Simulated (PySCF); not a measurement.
```tsv
atom	x (Å)	y (Å)	z (Å)
N	1.6689	-0.0156	-0.4550
C	0.6868	-0.1057	0.6446
B	-0.8339	-0.0848	0.1162
O	-1.4426	-1.2509	-0.1715
O	-1.5155	1.0682	-0.1407
H	1.5752	-0.8360	-1.0455
H	1.4582	0.7916	-1.0353
H	0.9120	-1.0249	1.1871
H	0.8993	0.7287	1.3214
H	-2.3293	-1.1553	-0.5236
H	-1.0737	1.8872	0.0764
```

Geometry: GFN2-xTB.

Theory: PBE0/def2-SVPD, SCF density, gas phase (PySCF 2.14.0).

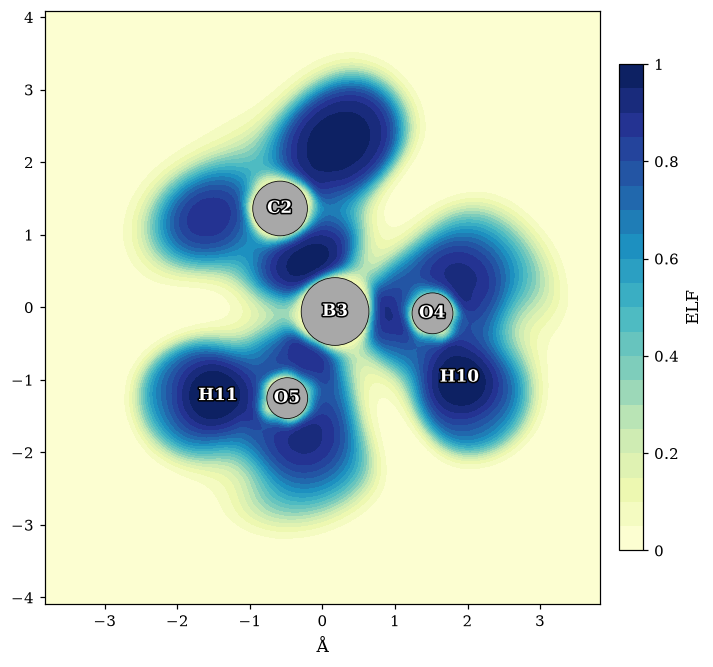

CH6BNO2 (SMILES NCB(O)O). Electron localisation function on the plane of atoms C2, B3 and O5. Grey discs cover the atomic cores.

Q: Read the bonding off the picture.

A: The plane passes through C, B, O and H nuclei. B–O (1.35 Å): the ELF peaks at about 0.90 between the atoms; a polar covalent bond. C–B (1.61 Å): the ELF peaks at about 1 between the atoms, as expected for localised, covalent bonding. O–H (0.96 Å): the ELF climbs to about 1 towards the hydrogen, as it does in any bond to H: an ordinary covalent bond to hydrogen. The ELF also peaks beside O5 and O4, away from the bonds: lone-pair regions.
